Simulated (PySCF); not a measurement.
## Electronic structure of C$_{7}$H$_{13}$NSi in real space

```xyz
22

C    -0.0106   -2.5358   -1.9327
C    -0.1389   -1.6654   -1.1211
C    -0.2643   -0.5521   -0.1793
C    -1.5767   -0.7058    0.5936
N    -0.2450    0.6866   -0.9301
Si   -1.2761    2.0498   -0.8362
C     0.9043   -0.6459    0.8111
C     2.2255    0.0067    0.5441
C     1.3239    0.5476    1.6117
H     0.0902   -3.3151   -2.6283
H    -2.4192   -0.6717   -0.0916
H    -1.5891   -1.6588    1.1180
H    -1.6716    0.0980    1.3177
H     0.4546    0.6649   -1.6543
H    -1.2789    2.6293    0.5157
H    -0.6869    2.9853   -1.7922
H    -2.6691    1.7506   -1.1950
H     0.9323   -1.6084    1.3098
H     2.3399    0.5889   -0.3574
H     3.1225   -0.5184    0.8367
H     1.5962    0.4052    2.6468
H     0.8268    1.4841    1.4122
```

Geometry: GFN2-xTB.

These are results of PySCF 2.14.0, PBE0/pcSseg-1, SCF density, gas phase, non-relativistic, not measurements.

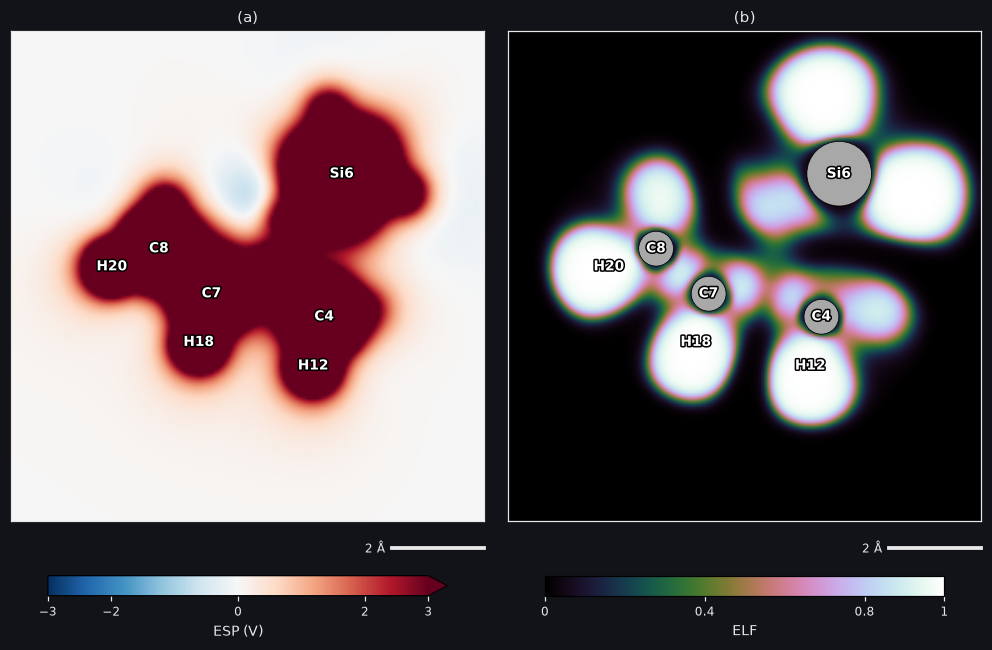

Figure 1. (a) molecular electrostatic potential; (b) electron localisation function on the plane of atoms C8, C7 and H18. Grey discs cover the atomic cores in the ELF map.

Q: What do the fields say about this system?

A:
- Atoms in the plane: C, Si and H.
- Outside the dense part of the molecule the potential is most negative (−0.7 V) near N5, which lies off the plane.

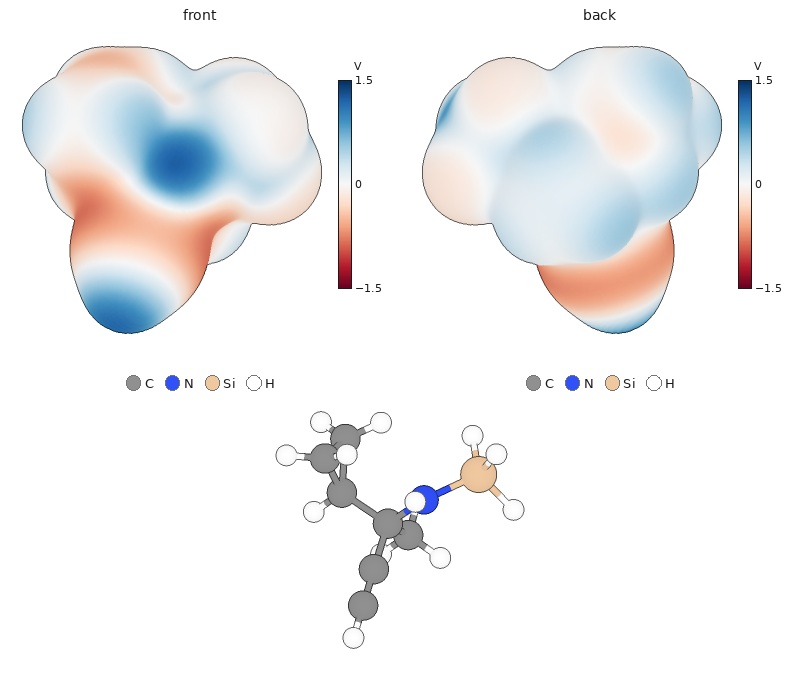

Figure 2. The molecular electrostatic potential painted on the density surface at 0.001 e/bohr³, seen from the front and from behind; the colour scale runs from red (negative) to blue (positive). The bare structure is drawn below in the same view.

Q: Describe the electrostatic potential map.

A: The most negative region (about −0.8 V) lies over C1 and C2, the most positive (about +1.2 V) over H10 and H14.

Q: How polar is the molecule by this calculation?

A: Its dipole moment is 0.57 D.
